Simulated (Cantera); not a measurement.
Input: 1 mol CH3SiCl3, 0.024 mol C2H4, 7.8 mol H2, held at 0.390 bar.

Equilibrium computed with Cantera from the NASA thermochemical tables; the gas is ideal and each condensed phase is pure. Candidate condensed phases: C, C6H6, C7H8, C8H18, Si, SiC; 109 gas species. The feed counts by its element totals alone. The tables' values for SiCl3, SiCl are old estimates; treat these amounts as uncertain. Gases not in the tables: Si2H6 and higher silanes. Kinetics and transport are ignored.

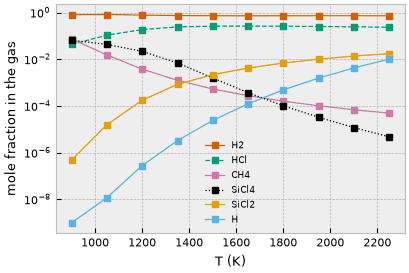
*Equilibrium gas composition (values under 1e-9 drawn at 1e-9)*

**Question.** Read off the mole fractions at 1500 K.

**Answer.** H2 about 0.73, HCl about 0.26, SiCl2 about 0.0022, SiCl4 about 0.0016, CH4 about 0.00054, H about 2.4e-5.
